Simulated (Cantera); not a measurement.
Charge: 1 mol B₂H₆, 0.057 mol O₂, 22 mol H₂, held at 75.0 Torr.

These are equilibrium values from Cantera (NASA tables, ideal gas, pure condensed phases), not measurements of a reactor. Candidate condensed phases: B, B₂O₃, B₃O₃H₃, H₂O; 23 gas species. The feed counts by its element totals alone. The tables' values for BH₂ are old estimates; treat these amounts as uncertain. Gases not in the tables: B₂H₆ and higher boranes. Kinetics and transport are ignored.

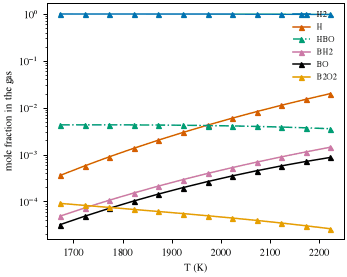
Figure. Equilibrium gas composition (values under 1e-9 drawn at 1e-9)

From 1673 K to 2223 K the condensed part is B(s). The main B-bearing gas is HBO throughout. The share of B in condensed phases is highest at 1673 K (94.3 %) and lowest at 2223 K (92.4 %).
